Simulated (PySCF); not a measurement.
# C$_{5}$H$_{14}$O$_{3}$Si: what the fields show

```yaml
atoms:
  - { symbol: C, position_ang: [-2.0099, -1.1306, 1.1194] }
  - { symbol: C, position_ang: [-1.5570, 0.1737, 0.4759] }
  - { symbol: C, position_ang: [-0.1813, 0.0637, -0.2014] }
  - { symbol: C, position_ang: [-0.1265, -1.0521, -1.2604] }
  - { symbol: O, position_ang: [1.1242, -1.0448, -1.8840] }
  - { symbol: O, position_ang: [0.1240, 1.2314, -0.9538] }
  - { symbol: C, position_ang: [0.2815, 2.4253, -0.2148] }
  - { symbol: O, position_ang: [0.7759, -0.1479, 0.7691] }
  - { symbol: Si, position_ang: [2.3319, -0.6099, 0.5789] }
  - { symbol: H, position_ang: [-2.2687, -1.8716, 0.3678] }
  - { symbol: H, position_ang: [-1.2160, -1.5263, 1.7478] }
  - { symbol: H, position_ang: [-2.8861, -0.9510, 1.7380] }
  - { symbol: H, position_ang: [-1.4765, 0.9403, 1.2487] }
  - { symbol: H, position_ang: [-2.2800, 0.5080, -0.2708] }
  - { symbol: H, position_ang: [-0.9371, -0.9010, -1.9841] }
  - { symbol: H, position_ang: [-0.2292, -2.0233, -0.7777] }
  - { symbol: H, position_ang: [1.2674, -0.1488, -2.2164] }
  - { symbol: H, position_ang: [0.8461, 2.2437, 0.7022] }
  - { symbol: H, position_ang: [0.8393, 3.1045, -0.8574] }
  - { symbol: H, position_ang: [-0.6888, 2.8697, 0.0274] }
  - { symbol: H, position_ang: [2.7250, -0.3649, 1.9667] }
  - { symbol: H, position_ang: [3.0679, 0.2578, -0.3401] }
  - { symbol: H, position_ang: [2.4689, -2.0189, 0.2292] }
```

Geometry: GFN2-xTB.

Computed with PBE0/pcSseg-1, SCF density, gas phase, non-relativistic in PySCF.

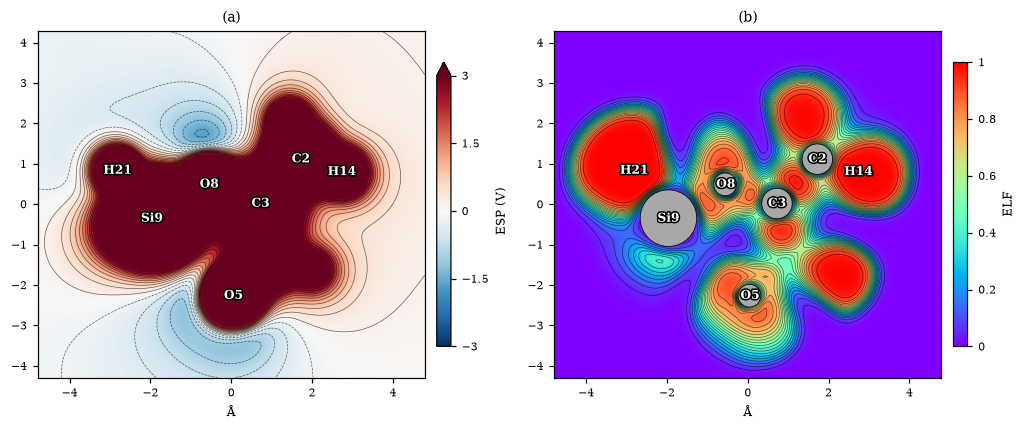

Figure 1. (a) electrostatic potential; (b) electron localisation function on the plane of atoms O8, Si9 and H21. Grey discs cover the atomic cores in the ELF map.

### Describe what can be read from this map.

Atoms in the plane: C, O, Si and H.
C–O (1.38 Å): the ELF peaks at about 0.90 between the atoms: a polar covalent bond.
C–C (1.54 Å): the ELF peaks at about 0.95 between the atoms: a shared electron pair.
Si–O (1.63 Å): the ELF peaks at about 0.85 between the atoms (a shared but strongly polarised pair).
C–H (1.09 Å): the ELF climbs to about 1 towards the hydrogen, as it does in any bond to H; a covalent bond by its length.
Si–H (1.46 Å): the ELF climbs to about 1 towards the hydrogen.
The ELF also peaks beside O8, away from the bonds: lone-pair regions.
Outside the dense part of the molecule the potential is most negative (−1.6 V) near O8.

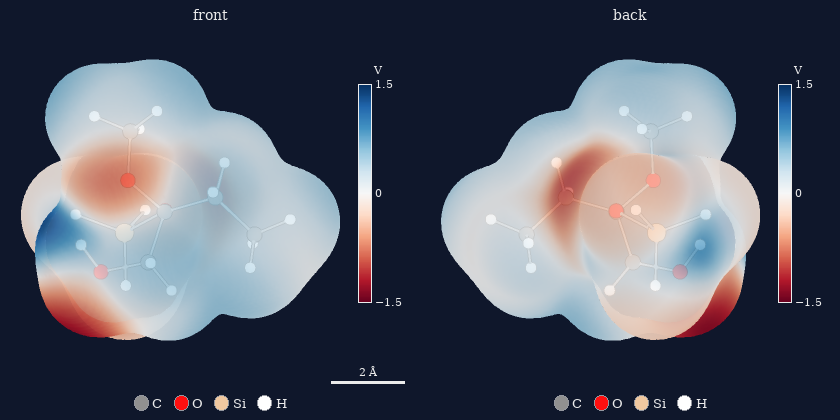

Figure 2. The molecular electrostatic potential painted on the density surface at 0.001 e/bohr³, seen from the front and from behind; the colour scale runs from red (negative) to blue (positive).

### Where is the surface potential most negative and most positive?

The most negative region (about −1.3 V, or −30 kcal/mol for a unit charge) lies over O5, the most positive (about +1.2 V, or +28 kcal/mol for a unit charge) over H17. O5 is the likeliest acceptor of a hydrogen bond.

### What dipole moment does the calculation give?

Its dipole moment is 1.96 D.
